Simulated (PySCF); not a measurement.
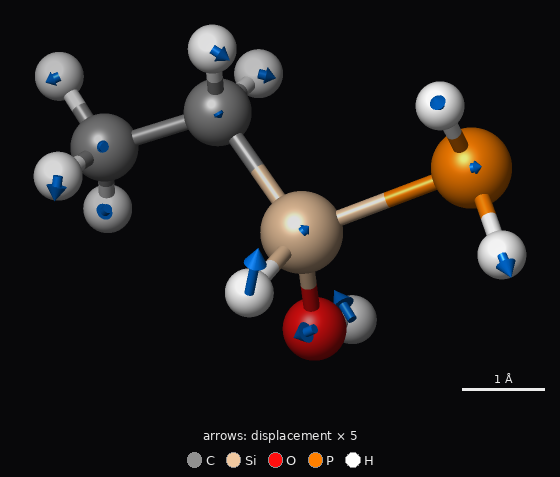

A relaxation of C2H9OPSi. The starting structure is drawn; blue arrows show the displacements, magnified 5 times. The two geometries are superimposed by the best rigid fit.

A ball-and-stick model, seen at a tilt.

The start comes from GFN2-xTB. Its atoms were then displaced at random by about 0.01 Å.

Theory: PySCF 2.14.0, density-fitted response routines, PBE0-D3(BJ)/def2-SVP geometry optimisation, gas phase. 

Q: Describe the change and its energy.

A: The largest move after the best rigid fit is that of an H atom, 0.14 Å. By element the largest moves are H 0.14 Å, O 0.07 Å, P 0.03 Å, Si 0.02 Å, C 0.02 Å. Among the contacts that change: H–P 1.373 → 1.428 Å, O–Si 1.617 → 1.672 Å, C–H 1.071 → 1.101 Å, H–O 0.941 → 0.962 Å. Among the angles between lasting bonds that change: Si–O–H 122.9° → 116.4°, O–Si–H 100.4° → 104.3°, H–C–H 110.3° → 107.0°. Over 4 geometry steps the energy falls by 20.6 kJ/mol.
